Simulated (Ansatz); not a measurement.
# The perfect Ge wire along [100], 9 atoms a period, H-terminated, part 2 of 3

What gap, if any, does the Ge wire along [100], 9 atoms a period, H-terminated have, and how does it change with the functional and under strain?

Ansatz 0.2.0; DFT PBE, plane waves, PAW; relaxation of a wire's period; PAW set soft_1 (the session's first sound run).

So far. Step 2 (Relaxing the period): The cell's length comes to 5.745 Å with spin left out.

### Step 3. The perfect wire

This step: DFT PBE, plane waves, PAW; bands of a perfect wire; PAW set soft_1 (Ansatz 0.2.0).

At the relaxed period the bands are computed along the axis; those that cross an energy going forward count the channels that a perfect wire would open there.

The input, input.yaml:

```yaml
crystal:
  lattice:
    - [14.361, 0.0, 0.0]
    - [0.0, 14.361, 0.0]
    - [0.0, 0.0, 5.7445456866]
  atoms:
    - { symbol: Ge, position: [0.500011588, 0.500011588, 0.0] }
    - { symbol: H, position: [0.339483526, 0.339483526, 0.096533899] }
    - { symbol: H, position: [0.66053965, 0.66053965, 0.096533899] }
    - { symbol: Ge, position: [0.401935382, 0.401935382, 0.253003218] }
    - { symbol: Ge, position: [0.598087794, 0.598087794, 0.253003218] }
    - { symbol: H, position: [0.239736756, 0.561704556, 0.346747101] }
    - { symbol: H, position: [0.438318621, 0.76028642, 0.346747101] }
    - { symbol: H, position: [0.561704556, 0.239736756, 0.346747101] }
    - { symbol: H, position: [0.76028642, 0.438318621, 0.346747101] }
    - { symbol: Ge, position: [0.303335208, 0.500011588, 0.5] }
    - { symbol: Ge, position: [0.500011588, 0.303335208, 0.5] }
    - { symbol: Ge, position: [0.500011588, 0.696687969, 0.5] }
    - { symbol: Ge, position: [0.696687969, 0.500011588, 0.5] }
    - { symbol: H, position: [0.239736756, 0.438318621, 0.653252899] }
    - { symbol: H, position: [0.438318621, 0.239736756, 0.653252899] }
    - { symbol: H, position: [0.561704556, 0.76028642, 0.653252899] }
    - { symbol: H, position: [0.76028642, 0.561704556, 0.653252899] }
    - { symbol: Ge, position: [0.401935382, 0.598087794, 0.746996782] }
    - { symbol: Ge, position: [0.598087794, 0.401935382, 0.746996782] }
    - { symbol: H, position: [0.339483526, 0.66053965, 0.903466101] }
    - { symbol: H, position: [0.66053965, 0.339483526, 0.903466101] }
kpoints:
  mp_grid: { grid: [1, 1, 14] }
  band_path: { path: ["Γ", Z], npoints: 90 }
scf:
  occupations: { method: fermi_dirac, width: 0.05 }
hamiltonian:
  xc: pbe
  pseudopotentials: { kind: paw, azcp: { folder: soft_1 } }
output:
  dos: { e_range: [-5, 4] }
  write_potential: true
  write_density: true
  volumetric_format: npy
```

Run with:

```sh
$ ansatz run input.yaml --threads 4 --pin off --max-ram 16384MiB --backend cpu --events-out ev --progress --plain --runs-dir out
```

Numbers of over 12 decimals in the logs are rounded to 6 here.

The log of the run:

```text
[...]
Crystal: 21 atoms, lattice volume = 1184.745 Å³
Basis set: ecut = 420 eV, 23127 PW (Γ)
Bands: 90, of which v1, the nominal top of the filled ones, is band 69 counted from 1 (68 counted from 0)
Symmetry: 8 space group operations
[...]
k-points: 8 of 14
[...]
SCF iter   1: F=—  HF=-38845.871058 eV  |F-HF|=—  |Δ(HF+E_count)|=         —  Δρ=3.18e-2  dr2=1.01e1  ethr=3.10e-3  ⟨swp⟩=7.4  Hψ=3125  notcnv=0  defer=9
[...]
SCF iter   9: F=-38842.848588 eV  HF=-38842.848588 eV  |F-HF|=1.54e-9  |Δ(HF+E_count)|=   7.67e-7  Δρ=1.44e-6  dr2=2.44e-8  ethr=7.25e-11  ⟨swp⟩=15.1  Hψ=3490  notcnv=0
SCF 1 converged in 9 iterations: F = -38842.848588 eV  dr2 = 2.44e-8
[...]
NSCF: frozen V_eff on 91 k-points
WARN: The output density's exchange-correlation potential varies sharply where the density is thin. Do not read a vacuum level from v_tot or v_xc, or from such a field of the output density. On a cell that repeats whose density bears no net charge and no dipole along the vacuum's axis use v_es (v_loc + v_h of the components); under efield.dipole_correction with no amplitude use v_es + v_field, which holds any externa [...]
SCF converged after 9 iterations
Free energy (F): -38842.848588 eV
[...]
Internal energy: -38842.848588 eV  (E = F + TS)
E sigma→0 (E₀):  -38842.848588 eV
Fermi energy:    -1.813855 eV
[...]
--- Band table (eV; the first three rows and the last of 8) ---
  k-point 0: bands = [... 65 lower, -4.0770, -3.7704, -3.7704, -3.7587, 0.2773, 0.3334, 0.5602, 0.5602, ... 17 higher]
  k-point 1: bands = [... 65 lower, -4.0923, -3.7763, -3.7763, -3.7596, 0.2957, 0.3984, 0.5042, 0.5042, ... 17 higher]
  k-point 2: bands = [... 65 lower, -4.1333, -3.7907, -3.7907, -3.7642, 0.3291, 0.4021, 0.4021, 0.5856, ... 17 higher]
  k-point 7: bands = [... 65 lower, -4.3435, -3.9347, -3.8141, -3.8141, 0.0238, 0.4196, 0.4196, 0.7190, ... 17 higher]
```

Wall time 3.4 min (4 threads of Arm Neoverse V1, shared host); peak memory 5.4 GiB.

Numbers from this step:

```
band gap : 3.782 eV
```

The electronic bands at the labelled points (eV, zero at the Fermi level; v1 is the highest filled band, c1 the lowest empty one):

| point | v4 | v3 | v2 | v1 | c1 | c2 | c3 | c4 |
| --- | --- | --- | --- | --- | --- | --- | --- | --- |
| Γ | -2.26 | -1.96 | -1.96 | -1.94 | 2.09 | 2.15 | 2.37 | 2.37 |
| Z | -2.53 | -2.12 | -2.00 | -2.00 | 1.84 | 2.23 | 2.23 | 2.53 |

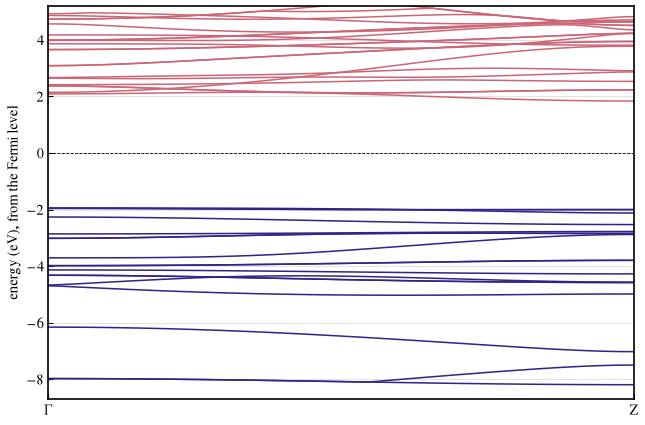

Electronic bands along the path; lines of filled and empty bands in two colours.

The gap is 3.78 eV, with spin left out.

On this path the gap is indirect, 3.78 eV, with the valence top at Γ and the conduction bottom at Z. The least direct gap is 3.84 eV.

### Step 4. Levels at the same atoms, cutoff 500 eV, k-mesh 1×1×11

This step: DFT r2SCAN, plane waves, PAW; bands of a perfect wire at the PBE geometry; PAW set soft_1 (Ansatz 0.2.0).

The atoms stay at the PBE geometry and the functional changes. r2SCAN also reads the kinetic-energy density; it often gives larger moments and wider gaps than PBE, at a higher cost. Against the first PBE run of this kind, the cutoff is 500 eV against 420 and the mesh along the wire has 11 points against 14.

input.yaml: that of step 3 with these lines changed.

```diff
@@ -28,3 +28,3 @@
 kpoints:
-  mp_grid: { grid: [1, 1, 14] }
+  mp_grid: { grid: [1, 1, 11] }
   band_path: { path: ["Γ", Z], npoints: 90 }
@@ -33,8 +33,3 @@
 hamiltonian:
-  xc: pbe
+  xc: r2scan
   pseudopotentials: { kind: paw, azcp: { folder: soft_1 } }
-output:
-  dos: { e_range: [-5, 4] }
-  write_potential: true
-  write_density: true
-  volumetric_format: npy
```

The log of the run:

```text
[...]
Crystal: 21 atoms, lattice volume = 1184.745 Å³
Basis set: ecut = 500 eV, 30133 PW (Γ), exchange–correlation on 432×432×180 points (64 copies of the dense FFT grid, shifted against one another)
Bands: 90, of which v1, the nominal top of the filled ones, is band 69 counted from 1 (68 counted from 0)
Symmetry: 8 space group operations
[...]
k-points: 6 of 11
[...]
--- Band table (eV; the first three rows and the last of 6) ---
  k-point 0: bands = [... 65 lower, -4.3316, -4.0122, -4.0122, -3.9920, 0.4832, 0.5174, 0.6782, 0.6782, ... 17 higher]
  k-point 1: bands = [... 65 lower, -4.3560, -4.0210, -4.0210, -3.9942, 0.5074, 0.6174, 0.6174, 0.6251, ... 17 higher]
  k-point 2: bands = [... 65 lower, -4.4180, -4.0398, -4.0398, -4.0056, 0.5250, 0.5259, 0.5259, 0.8793, ... 17 higher]
  k-point 5: bands = [... 65 lower, -4.5992, -4.1699, -4.0493, -4.0493, 0.2265, 0.6153, 0.6153, 0.9830, ... 17 higher]
[key lines of the parts left out:]
SCF converged after 9 iterations
Free energy (F): -38914.956378 eV
Fermi energy:    -1.838078 eV
```

It took 6.1 min on 4 threads; peak memory 8.2 GiB.

Numbers from this step:

```
band gap : 4.205 eV
```

Electronic bands along the path, in eV, zero at the Fermi level; v1 is the highest filled band, c1 the lowest empty one:

| point | v4 | v3 | v2 | v1 | c1 | c2 | c3 | c4 |
| --- | --- | --- | --- | --- | --- | --- | --- | --- |
| Γ | -2.49 | -2.17 | -2.17 | -2.15 | 2.32 | 2.36 | 2.52 | 2.52 |
| Z | -2.77 | -2.34 | -2.21 | -2.21 | 2.05 | 2.46 | 2.46 | 2.82 |

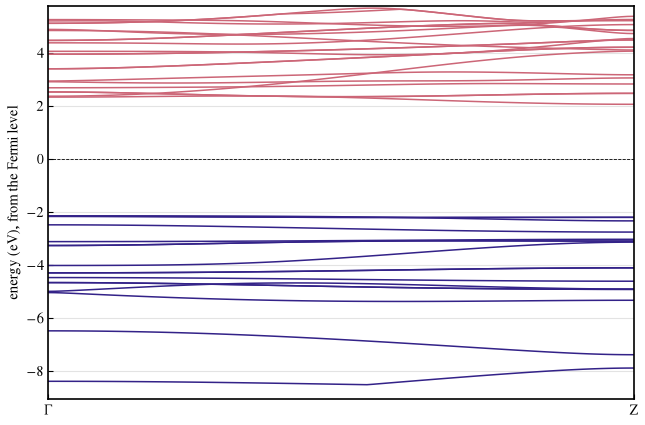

Electronic bands along the path; lines of filled and empty bands in two colours.

The gap is 4.21 eV, against 3.78 eV under PBE at the relaxed period.

### Step 5. Levels at the same atoms, level HSE06, cutoff 420 eV

This step: DFT HSE06, plane waves, PAW; levels of a perfect wire at the PBE geometry; PAW set soft_1 (Ansatz 0.2.0).

The atoms stay at the PBE geometry and the functional changes. HSE06 mixes in a quarter of short-range exact exchange, which removes part of the self-interaction that closes gaps; it is dear, so the mesh is thinner and no path is run. Against the first PBE run of this kind, the mesh along the wire has 6 points against 14.

input.yaml: that of step 4 with these lines changed.

```diff
@@ -28,4 +28,3 @@
 kpoints:
-  mp_grid: { grid: [1, 1, 11] }
-  band_path: { path: ["Γ", Z], npoints: 90 }
+  mp_grid: { grid: [1, 1, 6] }
 scf:
@@ -33,3 +32,3 @@
 hamiltonian:
-  xc: r2scan
+  xc: hse06
   pseudopotentials: { kind: paw, azcp: { folder: soft_1 } }
```

The log of the run:

```text
[...]
Fermi energy:    -1.880995 eV
[...]
--- Band table (eV) ---
  k-point 0: bands = [... 65 lower, -4.6182, -4.3182, -4.3182, -4.2752, 0.6140, 0.6469]
  k-point 1: bands = [... 65 lower, -4.6974, -4.3332, -4.3332, -4.2872, 0.7209, 0.7209]
  k-point 2: bands = [... 65 lower, -4.8416, -4.3636, -4.3296, -4.3296, 0.5924, 0.7339]
  k-point 3: bands = [... 65 lower, -4.9113, -4.4674, -4.3151, -4.3151, 0.4193, 0.8636]
  guard bands above this table: 19 of the run's 90 bands. The solve was not asked for them (output.publish_guard_bands: true or output.eigenvalues: true publishes all)
[key lines of the parts left out:]
Free energy (F): -38851.317104 eV
```

Wall time 5 min (4 threads); peak memory 4 GiB.

Numbers from this step:

```
band gap : 4.694 eV
```

The gap is 4.69 eV, against 3.78 eV under PBE at the relaxed period.

### Step 6. With spin-orbit coupling, k-mesh 1×1×9

This step: DFT PBE, plane waves, fully relativistic PAW; bands of a perfect wire with spin-orbit coupling; PAW set soft_1 (Ansatz 0.2.0).

Spin-orbit coupling mixes the spins and splits bands that cross or touch without it, so it can open or close channels. Fully relativistic datasets take the place of the scalar ones. Against the first PBE run of this kind, the mesh along the wire has 9 points against 14.

input.yaml: that of step 5 with these lines changed.

```diff
@@ -28,3 +28,4 @@
 kpoints:
-  mp_grid: { grid: [1, 1, 6] }
+  mp_grid: { grid: [1, 1, 9] }
+  band_path: { path: ["Γ", Z], npoints: 90 }
 scf:
@@ -32,3 +33,6 @@
 hamiltonian:
-  xc: hse06
-  pseudopotentials: { kind: paw, azcp: { folder: soft_1 } }
+  xc: pbe
+  pseudopotentials: { kind: paw_fr, azcp: { folder: soft_1 } }
+magnetization:
+  noncollinear: true
+  spin_orbit: true
```

The log of the run:

```text
[...]
non-collinear run that drives no moment, with spin-orbit: no starting moment large enough to seed its density (crystal.atoms[].spin), no starting occupations that ask for one, no magnetisation constraint and no magnetic field, so the semilocal B_xc is pinned to zero
Crystal: 21 atoms, lattice volume = 1184.745 Å³
Basis set: ecut = 420 eV, 23127 PW (Γ)
[...]
k-point 0: bands = [... 134 lower, -3.7166, -3.7166, -3.7112, -3.7112, 0.2781, 0.2781, 0.3334, 0.3334, ... 38 higher]
  k-point 1: bands = [... 134 lower, -3.7312, -3.7312, -3.7194, -3.7194, 0.3160, 0.3160, 0.4353, 0.4353, ... 38 higher]
  k-point 2: bands = [... 134 lower, -3.7594, -3.7594, -3.7468, -3.7468, 0.3117, 0.3117, 0.3149, 0.3149, ... 38 higher]
  k-point 4: bands = [... 134 lower, -3.8334, -3.8334, -3.7840, -3.7840, 0.0431, 0.0431, 0.3889, 0.3889, ... 38 higher]
[key lines of the parts left out:]
SCF converged after 9 iterations
Magnetization: |M| = 0.0000 μB,  M = (+0.0000, +0.0000, +0.0000) μB
Free energy (F): -38843.739368 eV
Fermi energy:    -1.800477 eV
```

Elapsed: 40 min, on 4 threads; peak memory 12 GiB; 2.6 h of CPU time.

Numbers from this step:

```
band gap : 3.735 eV
```

The gap is 3.73 eV, against 3.78 eV under PBE at the relaxed period, with no moment.

### Step 7. All levels side by side

Times are for 4 threads of Arm Neoverse V1, shared host. The series side by side:

| no. | run | band gap (eV) | time | memory (GiB) |
| --- | --- | --- | --- | --- |
| 1 | lead | 3.782 | 3.4 min | 5.4 |
| 2 | levels | 4.205 | 6.1 min | 8.2 |
| 3 | levels | 4.694 | 5 min | 4.0 |
| 4 | SOC | 3.735 | 40 min | 12 |

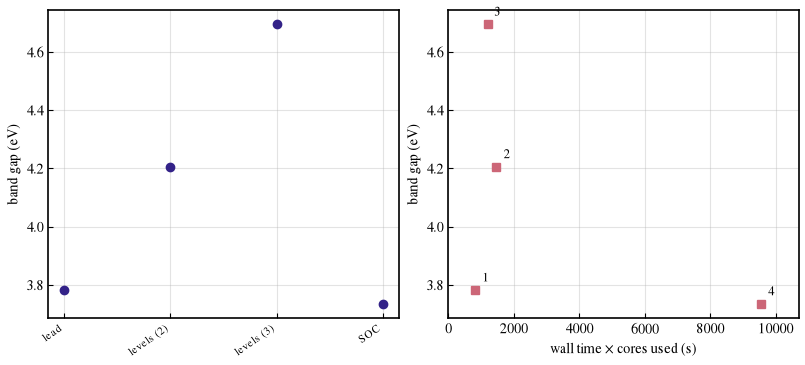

The series as plots; the last panel sets the first result against cost, with the runs numbered as in the table.

[end of part 2 of 3]

[Logs are printed without paths, hosts, clocks, repeated set-up lines and the standing remarks that a program may print on its own settings, such as how far it seeks lower states.]

[Hosts, paths, dates, database ids (printed as entryN), source tags and the programs' standing remarks are cut or masked in the printed files.]
